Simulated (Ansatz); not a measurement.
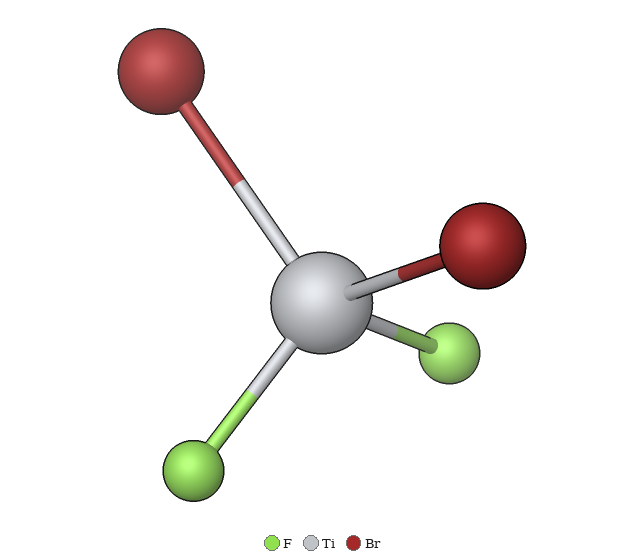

Charge 0, singlet. The computed structure is the end point of a PBE-D4/def2-SVP optimisation. No frequency run is at hand to confirm it as a minimum.

### What is the coordination number of the metal, and which atoms bind to it?

Ti binds 4 atoms: 2 F at 1.74 Å, 2 Br at 2.34 Å. The arrangement is tetrahedral.

### What are the formal oxidation state of the metal and its number of d electrons?

Ti(IV), d⁰, counting the ligands as closed-shell ions or neutral donors.
